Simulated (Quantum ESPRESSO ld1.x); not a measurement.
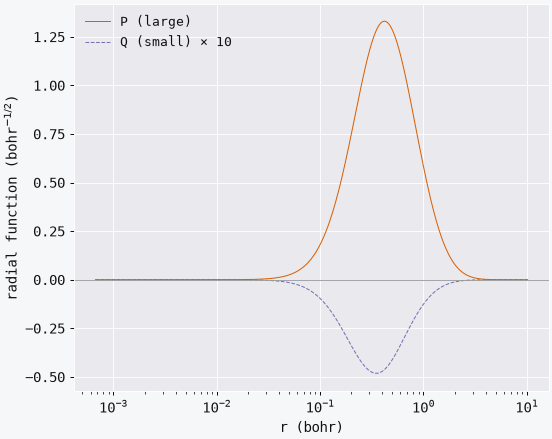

A free Re atom; electrons: [Xe] 4f14 5d5 6s2 (5d3/2: 4, 5d5/2: 1). Computed with Quantum ESPRESSO ld1.x 7.5: Dirac Kohn-Sham, BLYP, spin-unpolarised, spherical densities, point nucleus.

```
 &input
    zed=75.0,
    iswitch=1,
    rel=2,
    dft='BLYP',
    config='[Xe] 4f14 5d5 6s2',
    rel_dist='energy',
    verbosity='high',
    lsmall=.true.,
    prefix='ld1',
    max_out_wfc=37,
    file_charge='ld1.rho',
 /
```

The plot shows the large and small radial components of one occupied spinor.

Question: Which spinor (n, l, j) is it?

Answer: It is 4f7/2. The spinor has κ = −4: the large component has l = 3 and 0 radial nodes, the small one has l = 4. The small component carries 0.10 % of the norm; ⟨r⟩ = 0.585 bohr and the eigenvalue is −40.4 eV. The nodes of P give n − l − 1 and its extent picks the shell; Q has as many nodes as P for κ < 0 and one more for κ > 0.
